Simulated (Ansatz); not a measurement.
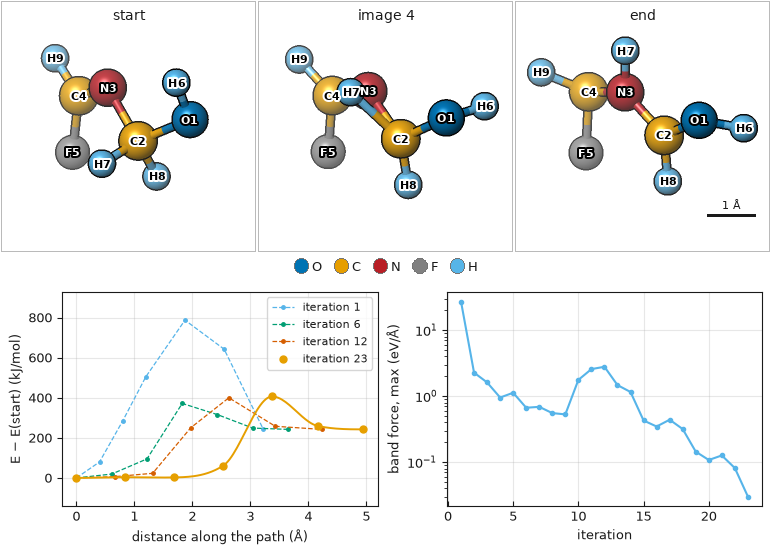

A nudged-elastic-band calculation for C2H4FNO. Images are numbered from 0 (start) to 6 (end). The plot follows the band through its iterations. Style: ball-and-stick. Shown from a free direction.

Method: RKS BHLYP-D4/6-31G* (Ansatz 0.2.0). Set-up: 5 movable images; climbing image; force threshold 0.05 eV/Å; iteration limit 60; starting path through a guess of the saddle point.

Q: Did the band converge, and can the barrier be trusted?

A: The run is converged, with reservations. The band converged in 23 iterations. The largest component of the band force went from 27 to 0.03 eV/Å. The climbing image converged on the top of the path. Its vibrational analysis gives one imaginary mode (1728i cm⁻¹), as a transition state must have. The first iteration put the highest image at 786.8 kJ/mol. The highest point, image 4, lies 406.2 kJ/mol above the start and 164.1 kJ/mol above the end; the end is at +242.1 kJ/mol relative to the start.
